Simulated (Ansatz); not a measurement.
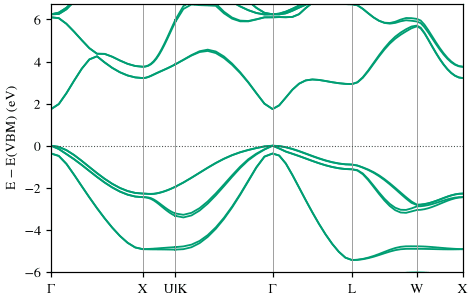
Band structure from r²SCAN with spin–orbit coupling (plane waves, PAW; program Ansatz)

**Question.** Read off the gap and where the band edges lie.

**Answer.** About 1.7 eV (1.74 eV by a search for the band edges); maximum at Γ, minimum at Γ.

The material is ZnSe (zinc blende, space group No. 216).

Space group F-43m (zinc blende). The r²SCAN relaxation kept the symmetry of its start; phonons on a q-mesh show no instability.

Potentials: the earlier of the program's two PAW sets.
